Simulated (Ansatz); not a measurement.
# NH₄ (doublet): B2PLYP, PBE-QIDH, RPA-PBE over a scan of the distance N1–H4 along a hydrogen transfer, cc-pVDZ, part 2 of 2

Ansatz 0.2.0, Gaussian basis; cc-pVDZ, all electrons in the functionals, frozen cores in the correlation of double hybrids and RPA. Earlier steps stand in the parts before.

## (9) PBE-QIDH, 1.126 Å

in.yaml reads:

```yaml
crystal:
  periodic: [false, false, false]
  atoms:
    - {symbol: N, position_ang: [-0.142735, -0.031601, -0.049186]}
    - {symbol: H, position_ang: [-0.440015, 0.936233, -0.049186]}
    - {symbol: H, position_ang: [-0.440014, -0.433900, 0.831073]}
    - {symbol: H, position_ang: [0.983265, -0.031600, -0.049187]}
    - {symbol: H, position_ang: [1.880265, -0.031600, -0.049187]}
basis:
  gaussian: {orbitals: cc-pVDZ}
magnetization: {spin_polarized: true, initial_magnetization: 1}
hamiltonian: {xc: {name: PBE-QIDH}}
correlation: {electrons: outside_noble_gas}
```

The run is started by

```console
$ ansatz run in.yaml --threads 1 --pin off --events-out ev --progress --plain --max-ram 2816MiB --backend cpu
```

What it wrote (excerpt; [...] marks lines left out):

```text
Functional definition: PBE-QIDH
  name "PBE-QIDH"
  cite "Brémond, Sancho-García, Pérez-Jiménez & Adamo, J. Chem. Phys. 141, 031101 (2014) doi:10.1063/1.4890314"
  cite "Perdew, Burke & Ernzerhof, Phys. Rev. Lett. 77, 3865 (1996) doi:10.1103/PhysRevLett.77.3865"
[...]
308 factors; integrals over basis functions are off by at most 1.2e-3 eV
[...]
mean field -1547.39114281 eV, -56.8655756387 hartree, gradient 4.5e-6 eV, S^2 0.766077; 0 other end points of the search recorded, 0 dependent functions left out
1 core orbitals not correlated: weight in the atoms' cores, before any rotation towards them, 1.000 or more for the frozen orbitals, at most 0.000 for the correlated occupied ones
reference -1547.39115106 eV, -56.8655759420 hartree; 5, 4 occupied and 28, 29 virtual orbitals, 308 factors
second order -5.98194373 eV of doubles, -0.00000000 eV of singles
Total energy: -1549.38513230 eV, -56.9388534011 hartree
```

Wall time 0.79 s (1 thread of AMD EPYC 7R13, shared host).

From the report: ⟨S²⟩ of the determinant 0.766 (pure doublet: 0.75).

From 1.012 Å: +9.8 kJ/mol.

## (10) PBE-QIDH, 1.202 Å

in.yaml reads:

```yaml
crystal:
  periodic: [false, false, false]
  atoms:
    - {symbol: N, position_ang: [-0.146982, -0.031601, -0.049186]}
    - {symbol: H, position_ang: [-0.444262, 0.936233, -0.049186]}
    - {symbol: H, position_ang: [-0.444261, -0.433900, 0.831073]}
    - {symbol: H, position_ang: [1.055018, -0.031600, -0.049187]}
    - {symbol: H, position_ang: [1.876018, -0.031600, -0.049187]}
basis:
  gaussian: {orbitals: cc-pVDZ}
magnetization: {spin_polarized: true, initial_magnetization: 1}
hamiltonian: {xc: {name: PBE-QIDH}}
correlation: {electrons: outside_noble_gas}
```

Same command.

What it wrote (excerpt; [...] marks lines left out):

```text
Functional definition: PBE-QIDH
  name "PBE-QIDH"
  cite "Brémond, Sancho-García, Pérez-Jiménez & Adamo, J. Chem. Phys. 141, 031101 (2014) doi:10.1063/1.4890314"
  cite "Perdew, Burke & Ernzerhof, Phys. Rev. Lett. 77, 3865 (1996) doi:10.1103/PhysRevLett.77.3865"
[...]
308 factors; integrals over basis functions are off by at most 1.0e-3 eV
[...]
mean field -1547.27753839 eV, -56.8614007534 hartree, gradient 6.3e-6 eV, S^2 0.768541; 0 other end points of the search recorded, 0 dependent functions left out
1 core orbitals not correlated: weight in the atoms' cores, before any rotation towards them, 1.000 or more for the frozen orbitals, at most 0.000 for the correlated occupied ones
reference -1547.27754626 eV, -56.8614010428 hartree; 5, 4 occupied and 28, 29 virtual orbitals, 308 factors
second order -5.91481672 eV of doubles, -0.00000000 eV of singles
Total energy: -1549.24915184 eV, -56.9338562112 hartree
```

It took 0.52 s on 1 thread of AMD EPYC 7R13, shared host.

From the report: ⟨S²⟩ of the determinant 0.769 (pure doublet: 0.75).

From 1.012 Å: +22.9 kJ/mol.

## (11) PBE-QIDH, 1.278 Å

in.yaml reads:

```yaml
crystal:
  periodic: [false, false, false]
  atoms:
    - {symbol: N, position_ang: [-0.151229, -0.031601, -0.049186]}
    - {symbol: H, position_ang: [-0.448508, 0.936233, -0.049186]}
    - {symbol: H, position_ang: [-0.448508, -0.433900, 0.831073]}
    - {symbol: H, position_ang: [1.126771, -0.031600, -0.049187]}
    - {symbol: H, position_ang: [1.871771, -0.031600, -0.049187]}
basis:
  gaussian: {orbitals: cc-pVDZ}
magnetization: {spin_polarized: true, initial_magnetization: 1}
hamiltonian: {xc: {name: PBE-QIDH}}
correlation: {electrons: outside_noble_gas}
```

The command is unchanged.

What it wrote (excerpt; [...] marks lines left out):

```text
Functional definition: PBE-QIDH
  name "PBE-QIDH"
  cite "Brémond, Sancho-García, Pérez-Jiménez & Adamo, J. Chem. Phys. 141, 031101 (2014) doi:10.1063/1.4890314"
  cite "Perdew, Burke & Ernzerhof, Phys. Rev. Lett. 77, 3865 (1996) doi:10.1103/PhysRevLett.77.3865"
[...]
308 factors; integrals over basis functions are off by at most 1.1e-3 eV
[...]
mean field -1547.16409163 eV, -56.8572316620 hartree, gradient 3.5e-6 eV, S^2 0.765572; 0 other end points of the search recorded, 0 dependent functions left out
1 core orbitals not correlated: weight in the atoms' cores, before any rotation towards them, 1.000 or more for the frozen orbitals, at most 0.000 for the correlated occupied ones
reference -1547.16409908 eV, -56.8572319358 hartree; 5, 4 occupied and 28, 29 virtual orbitals, 308 factors
second order -5.77962988 eV of doubles, -0.00000000 eV of singles
Total energy: -1549.09064238 eV, -56.9280310960 hartree
```

It took 0.54 s on 1 thread of AMD EPYC 7R13, shared host.

From the report: ⟨S²⟩ of the determinant 0.766 (pure doublet: 0.75).

From 1.012 Å: +38.2 kJ/mol.

## (12) RPA-PBE, 1.012 Å

in.yaml reads:

```yaml
crystal:
  periodic: [false, false, false]
  atoms:
    - {symbol: N, position_ang: [-0.136391, -0.031601, -0.049187]}
    - {symbol: H, position_ang: [-0.433671, 0.936233, -0.049186]}
    - {symbol: H, position_ang: [-0.433670, -0.433900, 0.831073]}
    - {symbol: H, position_ang: [0.876070, -0.031600, -0.049187]}
    - {symbol: H, position_ang: [1.886609, -0.031600, -0.049187]}
basis:
  gaussian: {orbitals: cc-pVDZ}
magnetization: {spin_polarized: true, initial_magnetization: 1}
hamiltonian: {xc: {name: PBE}}
correlation: {method: rpa, electrons: outside_noble_gas}
```

Same command.

What it wrote (excerpt; [...] marks lines left out):

```text
Functional definition: PBE
  name "PBE"
  cite "Perdew, Burke & Ernzerhof, Phys. Rev. Lett. 77, 3865 (1996) doi:10.1103/PhysRevLett.77.3865"
  parent pbe
[...]
308 factors; integrals over basis functions are off by at most 1.2e-3 eV
[...]
mean field -1549.92759647 eV, -56.9587885915 hartree, gradient 5.9e-6 eV, S^2 0.752566; 1 other end points of the search recorded, 0 dependent functions left out
1 core orbitals not correlated: weight in the atoms' cores, before any rotation towards them, 1.000 or more for the frozen orbitals, at most 0.000 for the correlated occupied ones
reference -1541.42761951 eV, -56.6464201998 hartree; 5, 4 occupied and 28, 29 virtual orbitals, 308 factors
Total energy: -1550.54175956 eV, -56.9813586689 hartree
```

Wall time 0.7 s (1 thread of AMD EPYC 7R13, shared host).

From the report: ⟨S²⟩ of the determinant 0.753 (pure doublet: 0.75).

## (13) RPA-PBE, 1.050 Å

in.yaml reads:

```yaml
crystal:
  periodic: [false, false, false]
  atoms:
    - {symbol: N, position_ang: [-0.138489, -0.031601, -0.049186]}
    - {symbol: H, position_ang: [-0.435768, 0.936233, -0.049186]}
    - {symbol: H, position_ang: [-0.435768, -0.433900, 0.831073]}
    - {symbol: H, position_ang: [0.911511, -0.031600, -0.049187]}
    - {symbol: H, position_ang: [1.884511, -0.031600, -0.049187]}
basis:
  gaussian: {orbitals: cc-pVDZ}
magnetization: {spin_polarized: true, initial_magnetization: 1}
hamiltonian: {xc: {name: PBE}}
correlation: {method: rpa, electrons: outside_noble_gas}
```

Same command.

What it wrote (excerpt; [...] marks lines left out):

```text
Functional definition: PBE
  name "PBE"
  cite "Perdew, Burke & Ernzerhof, Phys. Rev. Lett. 77, 3865 (1996) doi:10.1103/PhysRevLett.77.3865"
  parent pbe
[...]
308 factors; integrals over basis functions are off by at most 1.2e-3 eV
[...]
mean field -1549.96585987 eV, -56.9601947457 hartree, gradient 7.0e-6 eV, S^2 0.752926; 1 other end points of the search recorded, 0 dependent functions left out
1 core orbitals not correlated: weight in the atoms' cores, before any rotation towards them, 1.000 or more for the frozen orbitals, at most 0.000 for the correlated occupied ones
reference -1541.38211822 eV, -56.6447480584 hartree; 5, 4 occupied and 28, 29 virtual orbitals, 308 factors
Total energy: -1550.57286779 eV, -56.9825018753 hartree
```

Run time: 1.1 s. Hardware: 1 thread of AMD EPYC 7R13, shared host.

From the report: ⟨S²⟩ of the determinant 0.753 (pure doublet: 0.75).

From 1.012 Å: -3.0 kJ/mol.

## (14) RPA-PBE, 1.126 Å

in.yaml reads:

```yaml
crystal:
  periodic: [false, false, false]
  atoms:
    - {symbol: N, position_ang: [-0.142735, -0.031601, -0.049186]}
    - {symbol: H, position_ang: [-0.440015, 0.936233, -0.049186]}
    - {symbol: H, position_ang: [-0.440014, -0.433900, 0.831073]}
    - {symbol: H, position_ang: [0.983265, -0.031600, -0.049187]}
    - {symbol: H, position_ang: [1.880265, -0.031600, -0.049187]}
basis:
  gaussian: {orbitals: cc-pVDZ}
magnetization: {spin_polarized: true, initial_magnetization: 1}
hamiltonian: {xc: {name: PBE}}
correlation: {method: rpa, electrons: outside_noble_gas}
```

The command is unchanged.

What it wrote (excerpt; [...] marks lines left out):

```text
Functional definition: PBE
  name "PBE"
  cite "Perdew, Burke & Ernzerhof, Phys. Rev. Lett. 77, 3865 (1996) doi:10.1103/PhysRevLett.77.3865"
  parent pbe
[...]
308 factors; integrals over basis functions are off by at most 1.2e-3 eV
[...]
mean field -1549.94064489 eV, -56.9592681121 hartree, gradient 4.4e-6 eV, S^2 0.753538; 1 other end points of the search recorded, 0 dependent functions left out
1 core orbitals not correlated: weight in the atoms' cores, before any rotation towards them, 1.000 or more for the frozen orbitals, at most 0.000 for the correlated occupied ones
reference -1541.24493427 eV, -56.6397066410 hartree; 5, 4 occupied and 28, 29 virtual orbitals, 308 factors
Total energy: -1550.54548495 eV, -56.9814955745 hartree
```

Wall time 0.61 s (1 thread of AMD EPYC 7R13, shared host).

From the report: ⟨S²⟩ of the determinant 0.754 (pure doublet: 0.75).

From 1.012 Å: -0.4 kJ/mol.

## (15) RPA-PBE, 1.202 Å

in.yaml reads:

```yaml
crystal:
  periodic: [false, false, false]
  atoms:
    - {symbol: N, position_ang: [-0.146982, -0.031601, -0.049186]}
    - {symbol: H, position_ang: [-0.444262, 0.936233, -0.049186]}
    - {symbol: H, position_ang: [-0.444261, -0.433900, 0.831073]}
    - {symbol: H, position_ang: [1.055018, -0.031600, -0.049187]}
    - {symbol: H, position_ang: [1.876018, -0.031600, -0.049187]}
basis:
  gaussian: {orbitals: cc-pVDZ}
magnetization: {spin_polarized: true, initial_magnetization: 1}
hamiltonian: {xc: {name: PBE}}
correlation: {method: rpa, electrons: outside_noble_gas}
```

The command is unchanged.

What it wrote (excerpt; [...] marks lines left out):

```text
Functional definition: PBE
  name "PBE"
  cite "Perdew, Burke & Ernzerhof, Phys. Rev. Lett. 77, 3865 (1996) doi:10.1103/PhysRevLett.77.3865"
  parent pbe
[...]
308 factors; integrals over basis functions are off by at most 1.0e-3 eV
[...]
mean field -1549.82921886 eV, -56.9551732810 hartree, gradient 3.3e-6 eV, S^2 0.753743; 1 other end points of the search recorded, 0 dependent functions left out
1 core orbitals not correlated: weight in the atoms' cores, before any rotation towards them, 1.000 or more for the frozen orbitals, at most 0.000 for the correlated occupied ones
reference -1541.13089035 eV, -56.6355156044 hartree; 5, 4 occupied and 28, 29 virtual orbitals, 308 factors
Total energy: -1550.45422875 eV, -56.9781419711 hartree
```

Wall time 0.58 s (1 thread of AMD EPYC 7R13, shared host).

From the report: ⟨S²⟩ of the determinant 0.754 (pure doublet: 0.75).

From 1.012 Å: +8.4 kJ/mol.

## (16) RPA-PBE, 1.278 Å

in.yaml reads:

```yaml
crystal:
  periodic: [false, false, false]
  atoms:
    - {symbol: N, position_ang: [-0.151229, -0.031601, -0.049186]}
    - {symbol: H, position_ang: [-0.448508, 0.936233, -0.049186]}
    - {symbol: H, position_ang: [-0.448508, -0.433900, 0.831073]}
    - {symbol: H, position_ang: [1.126771, -0.031600, -0.049187]}
    - {symbol: H, position_ang: [1.871771, -0.031600, -0.049187]}
basis:
  gaussian: {orbitals: cc-pVDZ}
magnetization: {spin_polarized: true, initial_magnetization: 1}
hamiltonian: {xc: {name: PBE}}
correlation: {method: rpa, electrons: outside_noble_gas}
```

Same command.

What it wrote (excerpt; [...] marks lines left out):

```text
Functional definition: PBE
  name "PBE"
  cite "Perdew, Burke & Ernzerhof, Phys. Rev. Lett. 77, 3865 (1996) doi:10.1103/PhysRevLett.77.3865"
  parent pbe
[...]
308 factors; integrals over basis functions are off by at most 1.1e-3 eV
[...]
mean field -1549.63445752 eV, -56.9480159338 hartree, gradient 1.5e-6 eV, S^2 0.753482; 0 other end points of the search recorded, 0 dependent functions left out
1 core orbitals not correlated: weight in the atoms' cores, before any rotation towards them, 1.000 or more for the frozen orbitals, at most 0.000 for the correlated occupied ones
reference -1541.04978295 eV, -56.6325349625 hartree; 5, 4 occupied and 28, 29 virtual orbitals, 308 factors
Total energy: -1550.30373019 eV, -56.9726112508 hartree
```

Wall time 0.48 s (1 thread of AMD EPYC 7R13, shared host).

From the report: ⟨S²⟩ of the determinant 0.753 (pure doublet: 0.75).

From 1.012 Å: +23.0 kJ/mol.

## (17) The comparison

The yardstick is RCCSDTQ, where the cluster series has nearly closed. It comes from earlier runs at the same points. Energies in kJ/mol, counted from 1.012 Å; blanks weren't run or aren't comparable.

| level | 1.012 Å | 1.050 Å | 1.126 Å | 1.202 Å | 1.278 Å |
| --- | --- | --- | --- | --- | --- |
| RCCSDTQ | 0.0 | -0.6 | 6.5 | 17.5 | 31.2 |
| B2PLYP | 0.0 | -1.2 | 4.8 | 15.9 | 31.0 |
| PBE-QIDH | 0.0 | 0.5 | 9.8 | 22.9 | 38.2 |
| RPA-PBE | 0.0 | -3.0 | -0.4 | 8.4 | 23.0 |

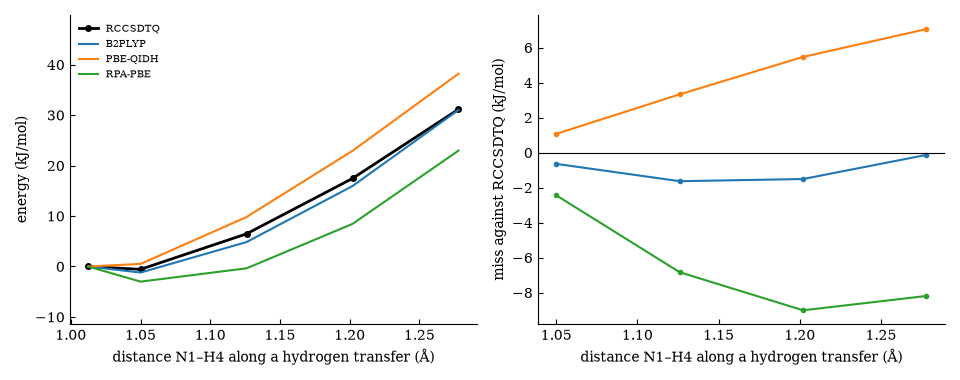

Left: the curves (the axis may cut off levels that run far away). Right: misses against RCCSDTQ, in the same colours.

Largest miss and mean time a point (RCCSDTQ took 25 s a point; shared hosts):

```
   level  largest miss (kJ/mol)    where  time a point
  B2PLYP                   -1.6  1.126 Å        0.74 s
PBE-QIDH                   +7.1  1.278 Å        0.71 s
 RPA-PBE                   -9.0  1.202 Å        0.69 s
```

## (18) What came out

What follows sums up all 2 parts.

```
                 quantity                  value
span of the RCCSDTQ curve            31.7 kJ/mol
     largest miss, B2PLYP  -1.6 kJ/mol (1.126 Å)
   largest miss, PBE-QIDH  +7.1 kJ/mol (1.278 Å)
    largest miss, RPA-PBE  -9.0 kJ/mol (1.202 Å)
```

In words: Of the functionals, B2PLYP keep the smallest largest miss at the points compared (at most 1.6 kJ/mol) and RPA-PBE strays most (9.0 kJ/mol, at 1.202 Å). Functionals and the yardstick converge differently with the basis, so part of each miss in cc-pVDZ is the basis.
